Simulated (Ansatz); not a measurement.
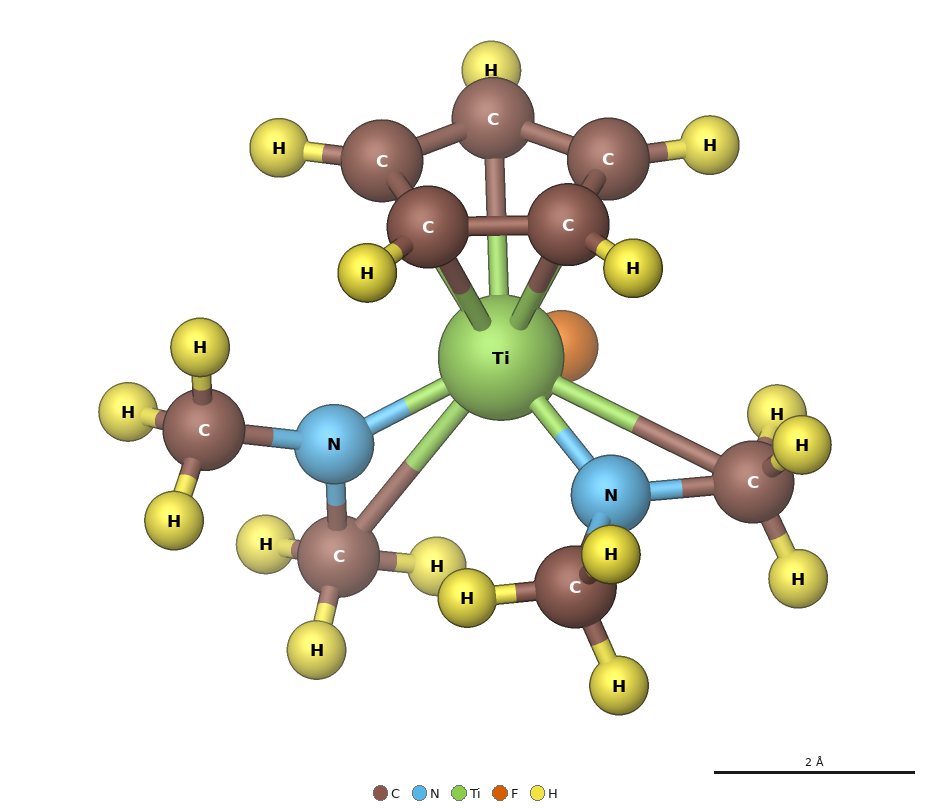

Depth is shown by fading: the farther an atom, the more it takes the colour of the background. Charge 0, singlet. The computed structure is the end point of a PBE0-D4/def2-TZVP optimisation. No frequency run is at hand to confirm it as a minimum. Masses are those of the most abundant isotopes; constants are for the rigid equilibrium geometry.

Classify the rotor and give the rotational constants (MHz).

Answer. An asymmetric top (C1): A = 800, B = 761, C = 583 MHz. Ray's parameter κ is 0.64, nearer the oblate limit.
